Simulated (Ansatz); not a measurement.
# SnH3(NHMe) (CH7NSn): a spread of methods and bases

How do the results and run time of SnH3(NHMe) (CH7NSn) respond when the settings are drawn wide?

Program: Ansatz 0.2.0, Gaussian basis. Level of theory: the settings change from run to run. These are calculated values, not measurements.

2 further runs of the same task are left out: 2 set aside as unsound or not needed. Runs told in other sessions of the task aren't counted.

### Step 1. The geometry

The geometry comes from an earlier relaxation with B3LYP-D4/def2-SVP; it is a stationary point, not always the lowest conformer. Sn takes a core potential in def2 sets; no spin-orbit term is included.

10 atoms, charge 0, spin multiplicity 1.

Atoms are counted from 1 here; the program's logs count them from 0.

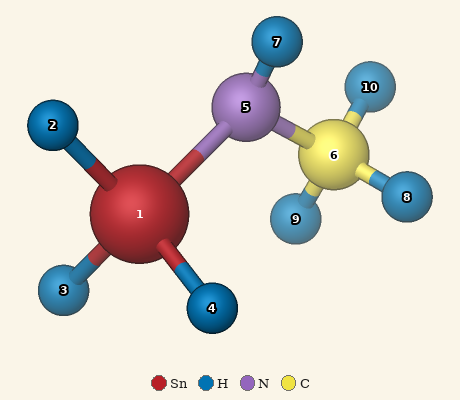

The geometry (tin red, hydrogen blue, nitrogen purple, carbon yellow); atoms are numbered from 1 in the order of the file.

As a file:

```xyz
10

Sn    0.6008    1.1054    0.9340
H     0.6764    1.0344    2.6482
H     2.1610    1.1812    0.2190
H    -0.3323    2.4744    0.4285
N    -0.1998   -0.6937    0.3390
C    -0.4429   -0.9618   -1.0686
H    -0.9894   -0.9777    0.9166
H    -1.2715   -0.3841   -1.5331
H     0.4655   -0.7458   -1.6573
H    -0.6677   -2.0326   -1.2263
```

### Step 2. BLYP/def2-SVP

Options: atoms shaken by 0.08 Å, the search for lower states set to full.

Input file in.yaml:

```yaml
crystal:
  periodic: [false, false, false]
  atoms:
    - {symbol: Sn, position_ang: [0.546779, 1.024361, 0.872132]}
    - {symbol: H, position_ang: [0.679126, 1.029809, 2.709141]}
    - {symbol: H, position_ang: [2.107744, 1.375750, 0.318286]}
    - {symbol: H, position_ang: [-0.332235, 2.381730, 0.382455]}
    - {symbol: N, position_ang: [-0.283161, -0.674644, 0.340500]}
    - {symbol: C, position_ang: [-0.490481, -0.921677, -1.182759]}
    - {symbol: H, position_ang: [-0.991178, -0.968577, 1.011351]}
    - {symbol: H, position_ang: [-1.298060, -0.403998, -1.584985]}
    - {symbol: H, position_ang: [0.530090, -0.681330, -1.641087]}
    - {symbol: H, position_ang: [-0.618023, -2.044172, -1.156229]}
basis:
  gaussian: {orbitals: def2-SVP}
hamiltonian: {xc: {name: BLYP}}
scf: {lower_state_search: full}
output: {forces: true}
```

Launch:

```console
$ ansatz run in.yaml --threads 4 --pin off --events-out ev --progress --plain --max-ram 3916MiB
```

Log, cut to the lines that bear on the results:

```text
Functional definition: BLYP
  name "BLYP"
  cite "Becke, Phys. Rev. A 38, 3098 (1988) doi:10.1103/PhysRevA.38.3098"
  cite "Lee, Yang & Parr, Phys. Rev. B 37, 785 (1988) doi:10.1103/PhysRevB.37.785"
[...]
1027 factors; their error is unknown
[...]
mean field -8465.63443797 eV, -311.1063273822 hartree, gradient 2.2e-5 eV, S^2 0.000000; 0 other end points of the search recorded, 0 dependent functions left out
[...]
reference -8465.63479603 eV, -311.1063405407 hartree; 21, 21 occupied and 68, 68 virtual orbitals, 1027 factors
Total energy: -8465.63479603 eV, -311.1063405407 hartree
Atom 0 at     0.546779     1.024361     0.872132 Å, force     0.852207     1.665558     2.396058 eV/Å
Atom 1 at     0.679126     1.029809     2.709141 Å, force    -0.171465    -0.071686    -0.992148 eV/Å
Atom 2 at     2.107744     1.375750     0.318286 Å, force     0.608321    -0.261848    -0.375889 eV/Å
Atom 3 at    -0.332235     2.381730     0.382455 Å, force    -0.567176     0.691470    -0.218542 eV/Å
Atom 4 at    -0.283161    -0.674644     0.340500 Å, force    -0.027419    -1.024782    -1.924646 eV/Å
Atom 5 at    -0.490481    -0.921677    -1.182759 Å, force     3.093914    -2.345832     3.663958 eV/Å
Atom 6 at    -0.991178    -0.968577     1.011351 Å, force    -0.514353    -0.356089    -0.335872 eV/Å
Atom 7 at    -1.298060    -0.403998    -1.584985 Å, force    -1.904832     1.241862    -1.279078 eV/Å
Atom 8 at     0.530090    -0.681330    -1.641087 Å, force    -1.215072    -0.188959     0.020039 eV/Å
Atom 9 at    -0.618023    -2.044172    -1.156229 Å, force    -0.154125     0.650306    -0.953880 eV/Å
Dipole moment:    -0.211546    -0.170642    -0.207247 e Å
```

Wall time 1.3 s (4 threads of Arm Neoverse N1, shared host).

Largest force 5.339 eV/Å, dipole 1.64 D.

### Step 3. revPBE0/def2-TZVP

Options: multiplicity 3, finite nuclei, D3(BJ) with three-body dispersion, relativity set to scalar.

Input file in.yaml:

```yaml
crystal:
  periodic: [false, false, false]
  atoms:
    - {symbol: Sn, position_ang: [0.600792, 1.105416, 0.934009]}
    - {symbol: H, position_ang: [0.676408, 1.034443, 2.648211]}
    - {symbol: H, position_ang: [2.161003, 1.181234, 0.218978]}
    - {symbol: H, position_ang: [-0.332345, 2.474406, 0.428506]}
    - {symbol: N, position_ang: [-0.199801, -0.693655, 0.339047]}
    - {symbol: C, position_ang: [-0.442909, -0.961753, -1.068635]}
    - {symbol: H, position_ang: [-0.989370, -0.977662, 0.916560]}
    - {symbol: H, position_ang: [-1.271491, -0.384084, -1.533050]}
    - {symbol: H, position_ang: [0.465471, -0.745775, -1.657317]}
    - {symbol: H, position_ang: [-0.667748, -2.032579, -1.226289]}
basis:
  gaussian: {orbitals: def2-TZVP, nuclear_model: gaussian}
magnetization: {spin_polarized: true, initial_magnetization: 2}
hamiltonian: {xc: {name: revPBE0}, dispersion: d3bjatm, pseudopotentials: {relativity: scalar}}
output: {forces: true}
```

Same command.

Log, cut to the lines that bear on the results:

```text
Functional definition: revPBE0
  name "revPBE0"
  cite "Zhang & Yang, Phys. Rev. Lett. 80, 890 (1998) doi:10.1103/PhysRevLett.80.890"
  cite "Adamo & Barone, J. Chem. Phys. 110, 6158 (1999) doi:10.1063/1.478522"
  cite "Perdew, Burke & Ernzerhof, Phys. Rev. Lett. 77, 3865 (1996) doi:10.1103/PhysRevLett.77.3865"
[...]
1104 factors; their error is unknown
[...]
mean field -8469.51742500 eV, -311.2490245238 hartree, gradient 5.2e-5 eV, S^2 2.006731; 0 other end points of the search recorded, 0 dependent functions left out
[...]
reference -8469.51748103 eV, -311.2490265826 hartree; 22, 20 occupied and 132, 134 virtual orbitals, 1104 factors
Total energy: -8469.89079581 eV, -311.2627456478 hartree
Relativity: scalar
Atom 0 at     0.600792     1.105416     0.934009 Å, force     1.505734     3.181128     1.184675 eV/Å
Atom 1 at     0.676408     1.034443     2.648211 Å, force     0.122510     0.094911    -0.159198 eV/Å
Atom 2 at     2.161003     1.181234     0.218978 Å, force    -0.088119     0.047918     0.125239 eV/Å
Atom 3 at    -0.332345     2.474406     0.428506 Å, force     0.207908     0.089250     0.105471 eV/Å
Atom 4 at    -0.199801    -0.693655     0.339047 Å, force    -1.811960    -1.922897    -2.381556 eV/Å
Atom 5 at    -0.442909    -0.961753    -1.068635 Å, force     0.887564    -1.195093    -0.696181 eV/Å
Atom 6 at    -0.989370    -0.977662     0.916560 Å, force    -0.554035    -0.803481     0.587687 eV/Å
Atom 7 at    -1.271491    -0.384084    -1.533050 Å, force     0.155836     0.001669     0.759989 eV/Å
Atom 8 at     0.465471    -0.745775    -1.657317 Å, force    -0.281441     0.151644     0.330419 eV/Å
Atom 9 at    -0.667748    -2.032579    -1.226289 Å, force    -0.143997     0.354951     0.143456 eV/Å
Dipole moment:    -0.322274    -0.691730    -0.523938 e Å
```

Wall time 5.5 s (4 threads of Arm Neoverse N1, shared host).

Largest force 3.714 eV/Å, dipole 4.45 D, ⟨S²⟩ 2.007.

### Step 4. PBE0/def2-TZVP

in.yaml, as its differences from that of step 3:

```diff
@@ -14,5 +14,5 @@
 basis:
-  gaussian: {orbitals: def2-TZVP, nuclear_model: gaussian}
-magnetization: {spin_polarized: true, initial_magnetization: 2}
-hamiltonian: {xc: {name: revPBE0}, dispersion: d3bjatm, pseudopotentials: {relativity: scalar}}
+  gaussian: {orbitals: def2-TZVP}
+hamiltonian: {xc: {name: PBE0}}
+scf: {omitted_lower_state_checks: [starts]}
 output: {forces: true}
```

Same command.

Log, cut to the lines that bear on the results:

```text
Functional definition: PBE0
  name "PBE0"
  cite "Adamo & Barone, J. Chem. Phys. 110, 6158 (1999) doi:10.1063/1.478522"
  cite "Perdew, Burke & Ernzerhof, Phys. Rev. Lett. 77, 3865 (1996) doi:10.1103/PhysRevLett.77.3865"
  parent pbe
[...]
1104 factors; their error is unknown
[...]
mean field -8469.71833675 eV, -311.2564078943 hartree, gradient 2.2e-5 eV, S^2 0.000000; 0 other end points of the search recorded, 0 dependent functions left out
[...]
reference -8469.71837642 eV, -311.2564093522 hartree; 21, 21 occupied and 133, 133 virtual orbitals, 1104 factors
Total energy: -8469.71837642 eV, -311.2564093522 hartree
Atom 0 at     0.600792     1.105416     0.934009 Å, force    -0.146086    -0.305420    -0.117843 eV/Å
Atom 1 at     0.676408     1.034443     2.648211 Å, force    -0.016534     0.003241    -0.174601 eV/Å
Atom 2 at     2.161003     1.181234     0.218978 Å, force    -0.160170    -0.010507     0.058686 eV/Å
Atom 3 at    -0.332345     2.474406     0.428506 Å, force     0.091811    -0.165243     0.043473 eV/Å
Atom 4 at    -0.199801    -0.693655     0.339047 Å, force    -0.032510     0.248577     0.186295 eV/Å
Atom 5 at    -0.442909    -0.961753    -1.068635 Å, force    -0.059776     0.002891    -0.253178 eV/Å
Atom 6 at    -0.989370    -0.977662     0.916560 Å, force     0.239708     0.126062    -0.228972 eV/Å
Atom 7 at    -1.271491    -0.384084    -1.533050 Å, force     0.244137    -0.145862     0.188175 eV/Å
Atom 8 at     0.465471    -0.745775    -1.657317 Å, force    -0.234413    -0.053132     0.206126 eV/Å
Atom 9 at    -0.667748    -2.032579    -1.226289 Å, force     0.073834     0.299392     0.091839 eV/Å
Dipole moment:    -0.148216     0.047826    -0.012830 e Å
Checks for a lower state left out: starts
```

Wall time 2.9 s (4 threads of Arm Neoverse N1, shared host).

Largest force 0.358 eV/Å, dipole 0.75 D.

### Step 5. The runs in one table

```csv
level,charge,multiplicity,geometry,functions,energy (eV),time
BLYP/def2-SVP,0,1,shaken,89,-8465.635,1.3 s
revPBE0/def2-TZVP,0,3,relaxed,154,-8469.891,5.5 s
PBE0/def2-TZVP,0,1,relaxed,154,-8469.718,2.9 s
```

### Step 6. Outcome

```
quantity                     value
    runs                         3
quickest      BLYP/def2-SVP, 1.3 s
 slowest  revPBE0/def2-TZVP, 5.5 s
```

What this shows: The runs differ in state or geometry as well as level, so their energies can't be set against each other. Run time spans a factor of 4, from BLYP/def2-SVP to revPBE0/def2-TZVP. The jobs differ in tasks and options as well as level. At the B3LYP-D4/def2-SVP geometry and in the same state, the sound runs without point charges leave forces up to 0.36 eV/Å (PBE0/def2-TZVP), against 5.3 eV/Å where the atoms were moved.
